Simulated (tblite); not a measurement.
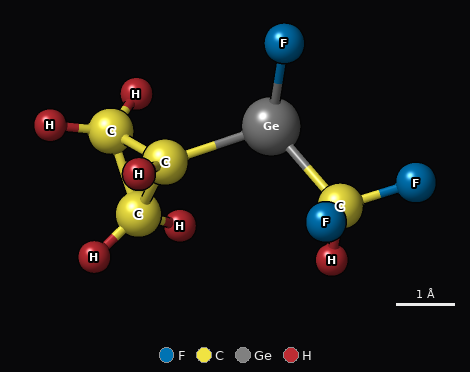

Fig. 1: The input geometry (ball-and-stick view, seen at a tilt). Sticks mark near contacts. Bond lengths as drawn: C–C 1.51 to 1.52 Å, C–F 1.39 Å, C–Ge 1.94 to 1.96 Å, C–H 1.10 to 1.12 Å and F–Ge 1.75 Å.

**Geometry relaxation of C$_{4}$H$_{6}$F$_{3}$Ge (charge −1)**

System: C$_{4}$H$_{6}$F$_{3}$Ge, charge −1.
Method: GFN2-xTB geometry optimisation, gas phase (tblite 0.8.0).

**The input**
```
{"job": {"xc": "GFN2-xTB", "basis": "xTB", "kind": "relax"}, "charge": -1, "multiplicity": 1}
F      2.590500    -0.139400     1.332100
C      2.324100    -0.537700     0.027200
F      3.492000    -0.434400    -0.711100
Ge     0.941200     0.587900    -0.743200
F      1.469000     2.253100    -0.723200
C     -0.691200     0.409500     0.326900
C     -1.969200     0.552900    -0.472900
C     -1.506300    -0.816100     0.005600
H      1.994100    -1.601500     0.040700
H     -0.740500     0.746400     1.390600
H     -2.829900     0.958700     0.103500
H     -1.853400     0.711500    -1.559500
H     -1.126400    -1.467700    -0.801600
H     -2.094600    -1.223700     0.851700
```

The first line tells a small driver script what to run in tblite; the rest is the geometry in Å.

Command:
```bash
OMP_NUM_THREADS=1 python <driver script> task.json out
```

**Log**
```
step      E/eV     max force
  0    -760.86150    6.092
  1    -761.52396    3.949
  2    -762.07359    0.939
  3    -762.15007    0.582
  4    -762.18624    0.517
  5    -762.20895    0.444
  6    -762.22500    0.367
  7    -762.23408    0.284
  8    -762.24175    0.254
  9    -762.25120    0.305
 10    -762.26152    0.275
 11    -762.27139    0.236
 12    -762.28101    0.211
 13    -762.29079    0.221
 14    -762.29987    0.279
 15    -762.30862    0.314
 16    -762.31832    0.293
 17    -762.32796    0.233
 18    -762.33489    0.183
 19    -762.33839    0.159
 20    -762.34064    0.143
 21    -762.34265    0.106
 22    -762.34432    0.096
 23    -762.34612    0.095
 24    -762.34809    0.117
 25    -762.34982    0.106
 26    -762.35097    0.082
 27    -762.35165    0.060
 28    -762.35221    0.056
 29    -762.35289    0.071
 30    -762.35365    0.080
 31    -762.35448    0.091
 32    -762.35548    0.089
 33    -762.35683    0.108
 34    -762.35829    0.096
 35    -762.35933    0.074
 36    -762.35988    0.056
 37    -762.36030    0.062
 38    -762.36088    0.084
 39    -762.36165    0.097
 40    -762.36249    0.085
 41    -762.36322    0.071
 42    -762.36382    0.067
 43    -762.36431    0.058
 44    -762.36471    0.060
 45    -762.36508    0.051
 46    -762.36552    0.057
 47    -762.36614    0.079
 48    -762.36697    0.095
 49    -762.36782    0.084
 50    -762.36848    0.069
 51    -762.36899    0.061
 52    -762.36939    0.048
 53    -762.36971    0.040
 54    -762.36991    0.030
 55    -762.37004    0.029
 56    -762.37019    0.033
 57    -762.37043    0.043
 58    -762.37078    0.055
 59    -762.37111    0.045
 60    -762.37131    0.027
 61    -762.37141    0.024
 62    -762.37148    0.021
 63    -762.37156    0.021
 64    -762.37163    0.021
 65    -762.37170    0.017
 66    -762.37174    0.015
 67    -762.37178    0.013
 68    -762.37181    0.015
 69    -762.37185    0.016
 70    -762.37189    0.016
 71    -762.37193    0.012
 72    -762.37196    0.014
 73    -762.37201    0.017
 74    -762.37208    0.022
 75    -762.37219    0.033
 76    -762.37230    0.034
 77    -762.37242    0.028
 78    -762.37252    0.028
 79    -762.37262    0.024
 80    -762.37273    0.027
 81    -762.37286    0.037
 82    -762.37303    0.042
 83    -762.37324    0.033
 84    -762.37342    0.030
 85    -762.37355    0.026
 86    -762.37364    0.029
 87    -762.37374    0.032
 88    -762.37389    0.056
 89    -762.37402    0.085
 90    -762.37439    0.059
 91    -762.37528    0.052
 92    -762.37316    0.354
 93    -762.37630    0.072
 94    -762.37688    0.048
 95    -762.36549    0.683
 96    -762.37756    0.034
 97    -762.37799    0.027
 98    -762.37675    0.338
 99    -762.37878    0.040
100    -762.37907    0.061
101    -762.37935    0.150
102    -762.37958    0.098
103    -762.37992    0.054
104    -762.38081    0.040
105    -762.38174    0.167
106    -762.38255    0.052
107    -762.38370    0.055
108    -762.37437    0.655
109    -762.38543    0.070
110    -762.38649    0.057
111    -762.37251    0.754
112    -762.38774    0.057
113    -762.38868    0.064
114    -762.37234    0.873
115    -762.38991    0.079
116    -762.39078    0.101
117    -762.38256    0.715
118    -762.39234    0.138
119    -762.39329    0.164
120    -762.38979    0.650
121    -762.39552    0.183
122    -762.39674    0.211
123    -762.38906    0.794
124    -762.40074    0.204
125    -762.40314    0.198
126    -762.40081    0.804
127    -762.41034    0.121
128    -762.41420    0.149
129    -762.40992    0.791
130    -762.42213    0.128
131    -762.42631    0.140
132    -762.42154    0.819
133    -762.43390    0.107
134    -762.43763    0.122
135    -762.43161    0.752
136    -762.44407    0.112
137    -762.44722    0.129
138    -762.44232    0.750
139    -762.45344    0.118
140    -762.45640    0.126
141    -762.45348    0.649
142    -762.46301    0.151
143    -762.46598    0.144
144    -762.46311    0.654
145    -762.47277    0.097
146    -762.47560    0.101
147    -762.47169    0.598
148    -762.48107    0.082
149    -762.48320    0.071
150    -762.48404    0.352
151    -762.48748    0.075
152    -762.48866    0.076
153    -762.49092    0.094
154    -762.49168    0.074
155    -762.49246    0.068
156    -762.49313    0.051
157    -762.49366    0.045
158    -762.49392    0.055
159    -762.49411    0.050
160    -762.49428    0.040
161    -762.49445    0.028
162    -762.49462    0.025
163    -762.49477    0.025
164    -762.49491    0.027
165    -762.49505    0.027
166    -762.49520    0.033
167    -762.49536    0.029
168    -762.49554    0.025
169    -762.49574    0.025
170    -762.49593    0.026
171    -762.49608    0.023
172    -762.49617    0.024
173    -762.49621    0.014
174    -762.49624    0.022
175    -762.49628    0.021
176    -762.49635    0.015
177    -762.49637    0.016
178    -762.49642    0.013
179    -762.49647    0.015
180    -762.49652    0.017
181    -762.49655    0.018
182    -762.49658    0.016
183    -762.49660    0.013
184    -762.49664    0.014
185    -762.49669    0.017
186    -762.49676    0.021
187    -762.49686    0.029
188    -762.49699    0.032
189    -762.49715    0.040
190    -762.49731    0.042
191    -762.49745    0.031
192    -762.49755    0.030
193    -762.49766    0.031
194    -762.49781    0.035
195    -762.49800    0.045
196    -762.49818    0.041
197    -762.49834    0.029
198    -762.49848    0.033
199    -762.49862    0.035
200    -762.49876    0.033
201    -762.49889    0.075
202    -762.49904    0.045
203    -762.49925    0.037
204    -762.49945    0.046
205    -762.49987    0.055
206    -762.50031    0.056
207    -762.50065    0.050
208    -762.50081    0.062
209    -762.50112    0.031
210    -762.50134    0.029
211    -762.50153    0.034
212    -762.50169    0.040
213    -762.50181    0.030
214    -762.50190    0.021
215    -762.50199    0.021
216    -762.50204    0.020
217    -762.50207    0.015
218    -762.50209    0.013
219    -762.50210    0.013
220    -762.50212    0.012
221    -762.50212    0.007
222    -762.50213    0.005
223    -762.50213    0.004
224    -762.50213    0.007
225    -762.50214    0.008
226    -762.50214    0.005
227    -762.50215    0.004
228    -762.50215    0.004
229    -762.50215    0.004
230    -762.50216    0.003
231    -762.50216    0.004
232    -762.50216    0.004
233    -762.50216    0.004
234    -762.50216    0.003
235    -762.50216    0.002
```

**Trajectory as extended XYZ (Å, eV, eV/Å), 8 of the 12 frames kept, from step=0 to step=235**
```
14
Properties=species:S:1:pos:R:3:forces:R:3 step=0 energy=-760.86150
F     2.5905   -0.1394    1.3321    0.8680  -0.6730   0.2530
C     2.3241   -0.5377    0.0272    0.5330  -0.1980   1.5670
F     3.4920   -0.4344   -0.7111   -0.1850  -0.3380   0.5700
Ge    0.9412    0.5879   -0.7432   -2.0040  -1.3910  -5.5820
F     1.4690    2.2531   -0.7232    0.8120   2.0510   1.2180
C    -0.6912    0.4095    0.3269   -0.6990   0.1510   1.6130
C    -1.9692    0.5529   -0.4729    0.3070  -0.5890   0.8830
C    -1.5063   -0.8161    0.0056   -0.2510   0.7980   0.0550
H     1.9941   -1.6015    0.0407    0.6220   0.3850   0.1460
H    -0.7405    0.7464    1.3906   -0.3060  -0.2260  -0.5770
H    -2.8299    0.9587    0.1035    0.5080  -0.0910  -1.0420
H    -1.8534    0.7115   -1.5595   -0.3650   0.2500   0.8930
H    -1.1264   -1.4677   -0.8016   -0.3310   0.1290   0.8670
H    -2.0946   -1.2237    0.8517    0.4920  -0.2590  -0.8650
14
Properties=species:S:1:pos:R:3:forces:R:3 step=42 energy=-762.36382
F     2.5157   -0.0308    1.3303    0.0010  -0.0130   0.0010
C     2.2292   -0.4860    0.0677   -0.0050  -0.0010  -0.0270
F     3.4780   -0.6929   -0.5209   -0.0160  -0.0080   0.0020
Ge    0.9830    0.7009   -1.1980    0.0390  -0.0240  -0.0160
F     1.4312    2.3738   -0.3833   -0.0150   0.0080  -0.0060
C    -0.5810    0.3805    0.0962   -0.0030   0.0150   0.0160
C    -1.9838    0.5180   -0.4118   -0.0200  -0.0370  -0.0140
C    -1.4573   -0.8292   -0.0291   -0.0170   0.0010  -0.0060
H     1.8132   -1.5005    0.1995    0.0040  -0.0050   0.0340
H    -0.4358    0.7187    1.1171    0.0130   0.0350   0.0560
H    -2.7552    0.9622    0.2101    0.0240  -0.0070  -0.0220
H    -2.1161    0.7270   -1.4676   -0.0420  -0.0050   0.0160
H    -1.2608   -1.5542   -0.8120    0.0150   0.0540  -0.0220
H    -1.8611   -1.2879    0.8690    0.0210  -0.0140  -0.0110
14
Properties=species:S:1:pos:R:3:forces:R:3 step=64 energy=-762.37163
F     2.5179   -0.0004    1.3290    0.0030   0.0010  -0.0110
C     2.1850   -0.4925    0.0910    0.0070  -0.0070   0.0020
F     3.4107   -0.7967   -0.5038   -0.0040  -0.0020  -0.0030
Ge    0.9884    0.7081   -1.2127   -0.0040   0.0080   0.0030
F     1.4547    2.3988   -0.4427    0.0070  -0.0020   0.0060
C    -0.5763    0.4211    0.0895   -0.0150   0.0100   0.0020
C    -1.9939    0.5092   -0.3896    0.0040   0.0050   0.0000
C    -1.4005   -0.8224   -0.0599    0.0040  -0.0060   0.0040
H     1.7153   -1.4750    0.2767    0.0010   0.0120   0.0100
H    -0.4271    0.7444    1.1170    0.0020  -0.0080  -0.0100
H    -2.7657    0.9022    0.2646    0.0080  -0.0010  -0.0010
H    -2.1694    0.7409   -1.4338   -0.0040  -0.0010  -0.0020
H    -1.1797   -1.4959   -0.8806    0.0110  -0.0050  -0.0090
H    -1.7603   -1.3422    0.8220   -0.0180  -0.0030   0.0100
14
Properties=species:S:1:pos:R:3:forces:R:3 step=106 energy=-762.38255
F     3.0061    0.1083    1.0914    0.0060  -0.0020  -0.0050
C     2.2128   -0.4602    0.1259   -0.0330   0.0070  -0.0070
F     3.1172   -1.1342   -0.7030   -0.0250  -0.0060   0.0220
Ge    1.0049    0.8104   -1.1175   -0.0290  -0.0240  -0.0360
F     1.3964    2.4366   -0.1925    0.0310   0.0230   0.0310
C    -0.6093    0.4249    0.1032   -0.0050  -0.0100   0.0130
C    -2.0027    0.4784   -0.4470    0.0100   0.0290  -0.0010
C    -1.3922   -0.8385   -0.0957    0.0060  -0.0070   0.0130
H     1.6420   -1.2582    0.6308    0.0380   0.0110   0.0030
H    -0.5262    0.7430    1.1404    0.0130  -0.0010  -0.0100
H    -2.8141    0.8458    0.1719   -0.0260   0.0110  -0.0080
H    -2.1309    0.7100   -1.4972   -0.0150   0.0260  -0.0250
H    -1.1130   -1.4997   -0.9077    0.0140  -0.0200   0.0030
H    -1.7917   -1.3670    0.7638    0.0160  -0.0380   0.0070
14
Properties=species:S:1:pos:R:3:forces:R:3 step=128 energy=-762.41420
F     3.3239    0.1256    0.7434   -0.0900  -0.0750  -0.0920
C     2.2003   -0.4176    0.1547    0.0580  -0.0320   0.0570
F     2.7137   -1.4145   -0.6861   -0.0660   0.0810   0.0790
Ge    1.0151    0.9127   -1.0490    0.0070   0.0020   0.0080
F     1.3909    2.4309    0.0590    0.0110   0.0160   0.0050
C    -0.6332    0.4385    0.0937    0.0230  -0.0100   0.0040
C    -2.0142    0.4423   -0.4895    0.0200   0.0080  -0.0140
C    -1.3515   -0.8550   -0.1493    0.0190   0.0100   0.0080
H     1.6705   -0.9634    0.9549    0.0600   0.0490  -0.0460
H    -0.5801    0.7482    1.1353   -0.0320  -0.0330   0.0090
H    -2.8581    0.7681    0.1113    0.0170  -0.0440   0.0260
H    -2.1309    0.6993   -1.5357    0.0170  -0.0260  -0.0330
H    -1.0081   -1.4851   -0.9622   -0.0290   0.0210  -0.0110
H    -1.7391   -1.4304    0.6863   -0.0140   0.0330   0.0010
14
Properties=species:S:1:pos:R:3:forces:R:3 step=170 energy=-762.49593
F     3.5247   -0.2030   -0.1078   -0.0050  -0.0040  -0.0030
C     2.1733   -0.3173    0.1914    0.0090   0.0020   0.0070
F     1.8599   -1.6039   -0.2226    0.0180  -0.0020   0.0080
Ge    1.0065    1.1222   -0.8478   -0.0010  -0.0200  -0.0060
F     1.3774    2.4089    0.5421   -0.0040   0.0060   0.0080
C    -0.6697    0.4381    0.1287   -0.0040  -0.0030   0.0070
C    -1.9830    0.3768   -0.5950   -0.0020  -0.0010   0.0090
C    -1.2585   -0.8853   -0.2533   -0.0070   0.0060  -0.0150
H     2.1098   -0.3267    1.2885   -0.0020   0.0060  -0.0100
H    -0.7495    0.6788    1.1864    0.0000   0.0110   0.0060
H    -2.9056    0.5970   -0.0665    0.0030   0.0000  -0.0020
H    -2.0117    0.6835   -1.6353    0.0030  -0.0130   0.0160
H    -0.7931   -1.4425   -1.0560   -0.0110  -0.0020  -0.0030
H    -1.6810   -1.5270    0.5142    0.0040   0.0140  -0.0220
14
Properties=species:S:1:pos:R:3:forces:R:3 step=192 energy=-762.49755
F     3.5402   -0.1793   -0.1400    0.0020  -0.0080   0.0090
C     2.2005   -0.3091    0.2028   -0.0040  -0.0060  -0.0050
F     1.9058   -1.6196   -0.1429   -0.0030   0.0010   0.0060
Ge    1.0001    1.0853   -0.8530   -0.0050   0.0030  -0.0220
F     1.3643    2.3859    0.5237    0.0000   0.0270   0.0070
C    -0.6731    0.4099    0.1326    0.0070  -0.0020   0.0010
C    -1.9898    0.3928   -0.5875    0.0080  -0.0030   0.0060
C    -1.2907   -0.8913   -0.2784    0.0060  -0.0030   0.0060
H     2.1645   -0.2666    1.2995    0.0130  -0.0060   0.0080
H    -0.7413    0.6294    1.1958   -0.0040   0.0030  -0.0030
H    -2.9062    0.6197   -0.0510    0.0050  -0.0060  -0.0040
H    -2.0137    0.7255   -1.6195   -0.0030  -0.0100   0.0070
H    -0.8367   -1.4437   -1.0912   -0.0160   0.0170  -0.0190
H    -1.7248   -1.5395    0.4760   -0.0060  -0.0060   0.0010
14
Properties=species:S:1:pos:R:3:forces:R:3 step=235 energy=-762.50216
F     3.5750   -0.2172   -0.1234   -0.0010   0.0000   0.0000
C     2.2497   -0.2552    0.2950    0.0000   0.0000   0.0000
F     1.9244   -1.5997    0.2125    0.0000   0.0000   0.0000
Ge    1.0100    0.9507   -0.9358    0.0000   0.0000   0.0000
F     1.2978    2.4291    0.2767   -0.0010   0.0000   0.0000
C    -0.6358    0.2935    0.1019    0.0000   0.0010   0.0000
C    -1.9989    0.4299   -0.5095    0.0010   0.0010   0.0000
C    -1.3592   -0.9163   -0.4077   -0.0010   0.0000   0.0000
H     2.2684   -0.0100    1.3656    0.0000   0.0000   0.0000
H    -0.6170    0.3867    1.1857    0.0000   0.0000  -0.0010
H    -2.8571    0.6389    0.1213    0.0010  -0.0010  -0.0010
H    -2.0787    0.8824   -1.4915    0.0000   0.0010   0.0000
H    -1.0040   -1.3827   -1.3187   -0.0010   0.0000   0.0000
H    -1.7752   -1.6307    0.2948    0.0010  -0.0010   0.0010
```

**Key numbers**

- outcome: converged
- total energy: −762.5022 eV
- hardware: 1 CPU thread, shared host
- wall time: 1.3 s
- peak memory: 0.18 GiB
